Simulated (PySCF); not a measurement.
# [La(H2O)4]3+: other functionals and bases at one geometry

Aim: see how levels, charges and forces of [La(H2O)4]3+ depend on the level of theory. It is a constructed species; whether it can be made isn't addressed.

Method: several levels, as the steps say, no spin–orbit coupling; program: PySCF 2.14.0.

1 further run of the same task is left out (for a known fault of the program).

## 1. Starting geometry

13 atoms, charge 3, spin multiplicity 1.

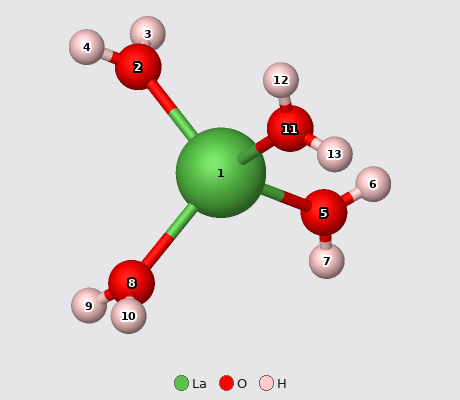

The geometry (lanthanum green, oxygen red, hydrogen pink); atoms are numbered from 1 in the order of the file.

Geometry (Å):

```
La    0.00004    0.00000    0.00000
O     1.45926    1.34533    1.40606
H     1.40358    1.50049    2.37463
H     2.25534    1.85726    1.14349
O    -1.45911   -1.40608    1.34540
H    -2.25545   -1.14345    1.85712
H    -1.40364   -2.37459    1.50038
O     1.45926   -1.34533   -1.40606
H     2.25534   -1.85726   -1.14349
H     1.40358   -1.50049   -2.37463
O    -1.45911    1.40608   -1.34540
H    -1.40364    2.37459   -1.50038
H    -2.25545    1.14345   -1.85712
```

Formal oxidation states: La +3. The 4f shell is empty and lies in the core potential. An earlier session relaxed this geometry at PBE0, La lcecp-1-SVP with ECP46, O def2-SVP, H def2-SVP (singlet, point group S4).

At PBE0 on the finer grid: E = -335.797876 Eh, HOMO -23.71 eV, LUMO -15.10 eV, Mulliken charge on La1 +1.89 e, largest force component 0.007 eV/Å. The large-core potential holds the 4f shell empty.

Levels to run: TPSS; wB97X; PBE0, TZVP. Hardware: 2 threads of Arm Neoverse V1, shared host.

## 2. TPSS

Contents of run.py (the lines that set the calculation):

```python
mol = gto.M(atom='''
La     0.00004     0.00000     0.00000
O      1.45926     1.34533     1.40606
H      1.40358     1.50049     2.37463
H      2.25534     1.85726     1.14349
O     -1.45911    -1.40608     1.34540
H     -2.25545    -1.14345     1.85712
H     -1.40364    -2.37459     1.50038
O      1.45926    -1.34533    -1.40606
H      2.25534    -1.85726    -1.14349
H      1.40358    -1.50049    -2.37463
O     -1.45911     1.40608    -1.34540
H     -1.40364     2.37459    -1.50038
H     -2.25545     1.14345    -1.85712''',
    basis={'La': 'lcecp-1-SVP', 'O': 'def2-SVP', 'H': 'def2-SVP'},
    ecp={'La': 'lcecp-1-SVP'},
    charge=3, spin=0)
mf = dft.RKS(mol, xc='TPSS')
mf.grids.atom_grid = (75, 302)  # f atoms: unpruned, at least (60, 302)
mf = mf.density_fit()  # fitting sets: La AutoAux, O def2-universal-JKFIT, H def2-universal-JKFIT
mf.conv_tol = 1e-08; mf.max_cycle = 55
mf.kernel(dm0)  # dm0: the density of the relaxed state
```

The run is started by

```console
> OMP_NUM_THREADS=2 python run.py
```

What it wrote:

```text
init E= -336.150342153183
  HOMO = -0.803779038089627  LUMO = -0.581967701546798  gap/eV = 6.03579
cycle= 1 E= -336.152320851718  delta_E= -0.00198  |g|= 0.0257  |ddm|= 0.161
  HOMO = -0.80795241110651  LUMO = -0.574098645535018  gap/eV = 6.36349
cycle= 2 E= -336.152137656671  delta_E= 0.000183  |g|= 0.0421  |ddm|= 0.083
  HOMO = -0.805150095613661  LUMO = -0.576591041026959  gap/eV = 6.21941
cycle= 3 E= -336.1525394005  delta_E= -0.000402  |g|= 0.00632  |ddm|= 0.0362
  HOMO = -0.805775264678194  LUMO = -0.577930538516445  gap/eV = 6.19997
cycle= 4 E= -336.152549240563  delta_E= -9.84e-06  |g|= 0.000633  |ddm|= 0.00827
  HOMO = -0.805714920125023  LUMO = -0.577910686124552  gap/eV = 6.19887
cycle= 5 E= -336.152549317744  delta_E= -7.72e-08  |g|= 5.64e-05  |ddm|= 0.000529
  HOMO = -0.805711188170118  LUMO = -0.577900758591307  gap/eV = 6.19904
cycle= 6 E= -336.152549318409  delta_E= -6.65e-10  |g|= 4.69e-06  |ddm|= 7.58e-05
  HOMO = -0.805712409281288  LUMO = -0.57790257303105  gap/eV = 6.19902
Extra cycle  E= -336.152549318413  delta_E= -3.87e-12  |g|= 4.89e-06  |ddm|= 9.11e-06
converged SCF energy = -336.152549318413
```

Run time: 18 s. Hardware: 2 threads of Arm Neoverse V1, shared host.

It gives: E = -336.152549 Eh, HOMO -21.92 eV, LUMO -15.73 eV, Mulliken charge on La1 +1.79 e, largest force component 0.436 eV/Å. The large-core potential holds the 4f shell empty.

## 3. wB97X

run.py (the lines that set the calculation): that of step 2 with these lines changed.

```diff
@@ -17,3 +17,3 @@
     charge=3, spin=0)
-mf = dft.RKS(mol, xc='TPSS')
+mf = dft.RKS(mol, xc='WB97X')
 mf.grids.atom_grid = (75, 302)  # f atoms: unpruned, at least (60, 302)
```

The run is started by

```console
> OMP_NUM_THREADS=2 python run.py
```

What it wrote:

```text
init E= -336.054818594664
  HOMO = -0.966540248734398  LUMO = -0.470684851770931  gap/eV = 13.49291
cycle= 1 E= -336.056297178863  delta_E= -0.00148  |g|= 0.0166  |ddm|= 0.0982
  HOMO = -0.964500924655191  LUMO = -0.473778786323314  gap/eV = 13.35323
cycle= 2 E= -336.056360480955  delta_E= -6.33e-05  |g|= 0.012  |ddm|= 0.0278
  HOMO = -0.966272779320591  LUMO = -0.473667117726503  gap/eV = 13.40448
cycle= 3 E= -336.05638773357  delta_E= -2.73e-05  |g|= 0.00324  |ddm|= 0.00861
  HOMO = -0.96593251608411  LUMO = -0.473551290654166  gap/eV = 13.39838
cycle= 4 E= -336.056390504725  delta_E= -2.77e-06  |g|= 0.000309  |ddm|= 0.00377
  HOMO = -0.965930638959191  LUMO = -0.4736455463225  gap/eV = 13.39576
cycle= 5 E= -336.056390545996  delta_E= -4.13e-08  |g|= 6.55e-05  |ddm|= 0.000575
  HOMO = -0.965924739057341  LUMO = -0.473639079940454  gap/eV = 13.39578
cycle= 6 E= -336.056390549657  delta_E= -3.66e-09  |g|= 9.92e-06  |ddm|= 0.000184
  HOMO = -0.965925423688491  LUMO = -0.473636799838217  gap/eV = 13.39586
Extra cycle  E= -336.056390549736  delta_E= -7.91e-11  |g|= 4.91e-06  |ddm|= 1.98e-05
converged SCF energy = -336.056390549736
```

Wall time 13 s (2 threads of Arm Neoverse V1, shared host).

Result: E = -336.056391 Eh, HOMO -26.28 eV, LUMO -12.89 eV, Mulliken charge on La1 +1.91 e, largest force component 0.063 eV/Å. The large-core potential holds the 4f shell empty.

## 4. PBE0, TZVP

Basis: La lcecp-1-TZVP with ECP46, O def2-TZVP, H def2-TZVP. 

run.py (the lines that set the calculation): that of step 3 with these lines changed.

```diff
@@ -14,6 +14,6 @@
 H     -2.25545     1.14345    -1.85712''',
-    basis={'La': 'lcecp-1-SVP', 'O': 'def2-SVP', 'H': 'def2-SVP'},
-    ecp={'La': 'lcecp-1-SVP'},
+    basis={'La': 'lcecp-1-TZVP', 'O': 'def2-TZVP', 'H': 'def2-TZVP'},
+    ecp={'La': 'lcecp-1-TZVP'},
     charge=3, spin=0)
-mf = dft.RKS(mol, xc='WB97X')
+mf = dft.RKS(mol, xc='PBE0')
 mf.grids.atom_grid = (75, 302)  # f atoms: unpruned, at least (60, 302)
@@ -21,2 +21,2 @@
 mf.conv_tol = 1e-08; mf.max_cycle = 55
-mf.kernel(dm0)  # dm0: the density of the relaxed state
+mf.kernel(dm0)  # dm0: free metal ions and neutral atoms
```

The run is started by

```console
> OMP_NUM_THREADS=2 python run.py
```

What it wrote:

```text
init E= -326.774154827508
  HOMO = -1.21942567888443  LUMO = -0.674630252142905  gap/eV = 14.82464
cycle= 1 E= -334.374371482646  delta_E= -7.6  |g|= 3.43  |ddm|= 2.38
  HOMO = -0.530663863685023  LUMO = -0.486741299393292  gap/eV = 1.19519
cycle= 2 E= -329.75597345455  delta_E= 4.62  |g|= 5.34  |ddm|= 3.96
  HOMO = -0.901255477036263  LUMO = -0.470170510721917  gap/eV = 11.73042
cycle= 3 E= -336.061273594247  delta_E= -6.31  |g|= 0.609  |ddm|= 3.38
  HOMO = -0.882878738155917  LUMO = -0.585375516577277  gap/eV = 8.09548
cycle= 4 E= -336.154881421016  delta_E= -0.0936  |g|= 0.132  |ddm|= 1.01
  HOMO = -0.871231672902488  LUMO = -0.551584593131293  gap/eV = 8.69804
cycle= 5 E= -336.158591192584  delta_E= -0.00371  |g|= 0.0153  |ddm|= 0.158
  HOMO = -0.872848921520822  LUMO = -0.552145732335457  gap/eV = 8.72678
cycle= 6 E= -336.158634143893  delta_E= -4.3e-05  |g|= 0.00115  |ddm|= 0.0103
  HOMO = -0.873027967541956  LUMO = -0.552446105986143  gap/eV = 8.72348
cycle= 7 E= -336.158634673144  delta_E= -5.29e-07  |g|= 0.000269  |ddm|= 0.00356
  HOMO = -0.872995391092217  LUMO = -0.552391426067889  gap/eV = 8.72408
cycle= 8 E= -336.158634690632  delta_E= -1.75e-08  |g|= 6.44e-05  |ddm|= 0.000384
  HOMO = -0.873000080467375  LUMO = -0.55239780325558  gap/eV = 8.72403
cycle= 9 E= -336.158634691088  delta_E= -4.57e-10  |g|= 5.4e-05  |ddm|= 6.21e-05
  HOMO = -0.872992283977247  LUMO = -0.552400687977127  gap/eV = 8.72374
Extra cycle  E= -336.158634690489  delta_E= 5.99e-10  |g|= 8.13e-05  |ddm|= 6.09e-05
converged SCF energy = -336.158634690489
```

Run time: 43 s. Hardware: 2 threads of Arm Neoverse V1, shared host.

It gives: E = -336.158635 Eh, HOMO -23.76 eV, LUMO -15.03 eV, Mulliken charge on La1 +2.16 e, largest force component 0.239 eV/Å. The large-core potential holds the 4f shell empty.

## 5. All levels side by side

| level | state | HOMO (eV) | gap (eV) | charge on La1 (e) | dipole (D) | largest force (eV/Å) | basis functions | time |
| --- | --- | --- | --- | --- | --- | --- | --- | --- |
| PBE0 (relaxed here) | singlet | -23.71 | 8.61 | 1.89 | 0.00 | 0.01 | 129 | 33 s |
| TPSS | singlet | -21.92 | 6.20 | 1.79 | 0.00 | 0.44 | 129 | 18 s |
| wB97X | singlet | -26.28 | 13.40 | 1.91 | 0.00 | 0.06 | 129 | 13 s |
| PBE0, TZVP | singlet | -23.76 | 8.72 | 2.16 | 0.00 | 0.24 | 219 | 43 s |

Times are on 2 threads of Arm Neoverse V1, shared host; the first row also made further properties. The dipole of a charged species depends on the origin, so these sizes hold for this origin alone.

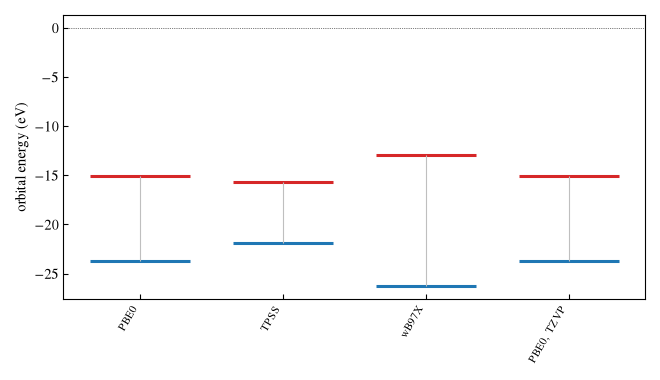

Highest filled and lowest empty level, method by method.

In one basis the HOMO–LUMO gap runs from 6.20 eV (TPSS) to 13.40 eV (wB97X). The largest leftover force, 0.44 eV/Å with TPSS, stands at a geometry relaxed at another level. The Mulliken charge on La spans +1.79 to +2.16 e over the levels. With 4f in the core, its levels are missing from HOMO and gap. Total energies of different levels can't be compared. Spin–orbit coupling is left out throughout.
